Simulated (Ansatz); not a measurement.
CHOSSi: several calculations on one system

Part 1: Relaxation

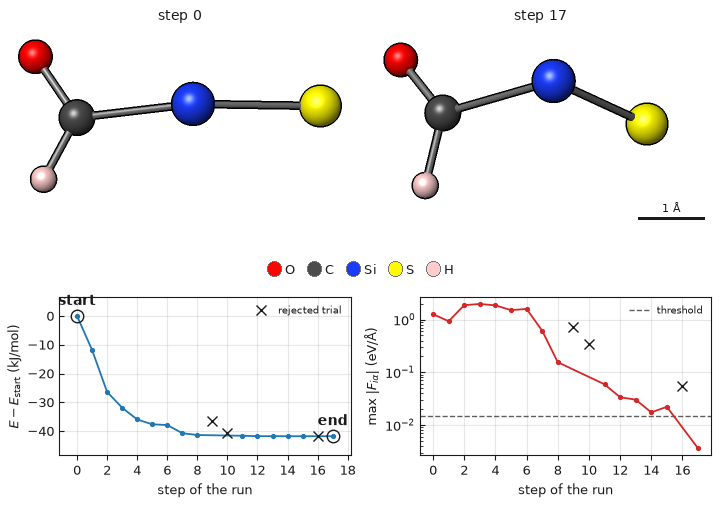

First and last geometry of a relaxation of CHOSSi (multiplicity 2), with the history of the run. The picture is a ball-and-stick view, seen at a tilt.

The run prepares an end point of a later path (torsion) calculation, from a guessed geometry.

These are results of UKS BLYP-D4/def2-SVP (Ansatz 0.2.0), not measurements. Settings: collinear spin; force threshold 0.015 eV/Å; at most 40 steps.

Question: Did the run converge, and what did it change?

Answer: It converged. Over 14 accepted moves (17 points after the start) the energy falls by 41.8 kJ/mol. Largest force component: 1.3 eV/Å at the start, 0.0036 eV/Å at the end. The line search rejected the trial steps at points 9, 10, 16 of the run. The S atom moves most after the best rigid fit: 0.65 Å. By element the largest moves are S 0.65 Å, Si 0.62 Å, H 0.40 Å, C 0.13 Å, O 0.13 Å. Among the contacts that change: C–Si 1.884 → 2.057 Å, C–H 1.107 → 1.135 Å, S–Si 1.991 → 2.015 Å, C–O 1.218 → 1.205 Å. Among the angles between lasting bonds that change: C–Si–S 146.2° → 99.8°. Groups turn about C–Si by about 20°.

Part 2: Relaxation

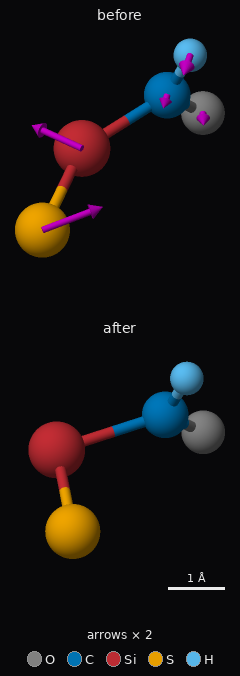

The structure of CHOSSi (multiplicity 2) before (top) and after (bottom) a relaxation, at one scale. The purple arrows give the displacements, magnified 2 times.

A ball-and-stick model, seen from a free direction.

The run prepares an end point of a later path (torsion) calculation, from a guessed geometry.

Theory: UKS BLYP-D4/def2-SVP (Ansatz).

Input file:
```yaml
crystal:
  periodic: [false, false, false]
  atoms:
    - { symbol: O, position_ang: [0.45855, 0.48627, -1.69601] }
    - { symbol: C, position_ang: [0.104, 0.67795, -0.54674] }
    - { symbol: Si, position_ang: [0.21136, -0.66319, 0.7723] }
    - { symbol: S, position_ang: [1.31073, -1.47654, 2.21914] }
    - { symbol: H, position_ang: [-0.07444, 1.70411, -0.17151] }
magnetization:
  spin_polarized: true
  initial_magnetization: 1
basis:
  gaussian: { orbitals: def2-SVP }
hamiltonian:
  xc: blyp
  dispersion: d4
relax:
  f_tol: 0.015
  max_steps: 40
output:
  orbitals: {}
```

Run as
```bash
ansatz run input.yaml --threads 1 --pin off --max-ram 2048MiB --backend cpu --events-out ev --progress --plain --runs-dir out
```

**Describe what moved and what it gained.**

The largest move after the best rigid fit is that of S4, 0.58 Å. By element the largest moves are S 0.58 Å, Si 0.56 Å, H 0.25 Å, O 0.15 Å, C 0.14 Å. Near-neighbour distances that change, for instance: C2–Si3 1.884 → 2.057 Å, C2–H5 1.107 → 1.135 Å, Si3–S4 1.991 → 2.015 Å, O1–C2 1.218 → 1.205 Å. Among the angles between lasting bonds that change: C2–Si3–S4 146.2° → 99.7°. After 13 accepted moves (14 points after the start) the energy has fallen by 58.9 kJ/mol. Largest force component: 2 eV/Å at the start, 0.0037 eV/Å at the end. The line search rejected the trial step at point 10 of the run.

Part 3: Path

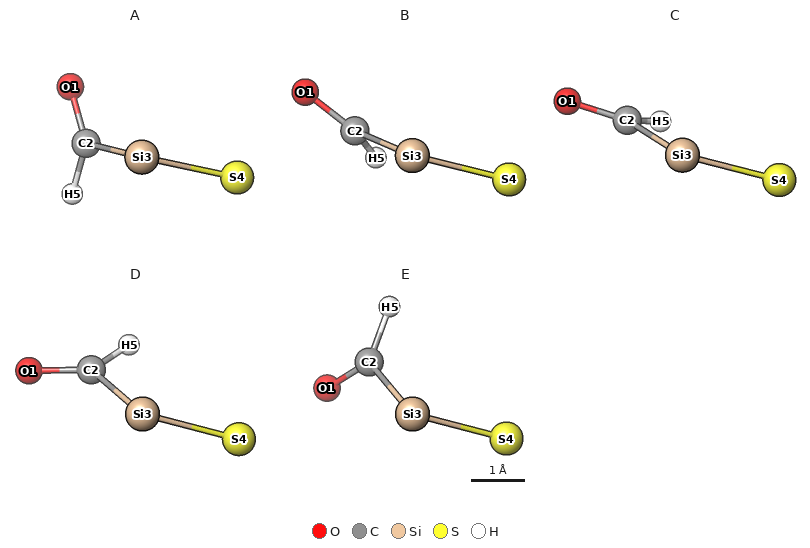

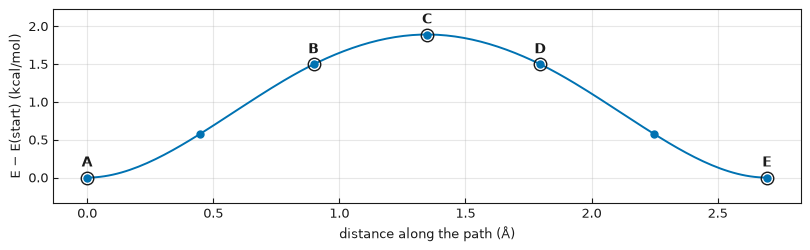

NEB run on CHOSSi (multiplicity 2). Images are numbered from 0 (start) to 6 (end). Frames A to E are images 0, 2, 3, 4, 6. The picture is a ball-and-stick view, seen at a tilt.

Computed with UKS BLYP-D4/def2-SVP (Ansatz 0.2.0). Settings: 5 movable images; climbing image; force threshold 0.03 eV/Å; iteration limit 60; starting path by image-dependent pair potential.

Question: What happens along the path, and what is the barrier?

Answer: The motion is a rotation about the C2–Si3 bond by about 155°. No bond forms or breaks between the ends. Among the angles between lasting bonds that change up to the highest image: C2–Si3–S4 99.8° → 107.1°. The two ends have the same energy, and the highest point, image 3, lies 1.89 kcal/mol above the start. The band converged in 8 iterations. The largest component of the band force went from 1.3 to 0.0092 eV/Å. The climbing image converged on the top of the path. Its vibrational analysis gives one imaginary mode (76i cm⁻¹), as a transition state must have.
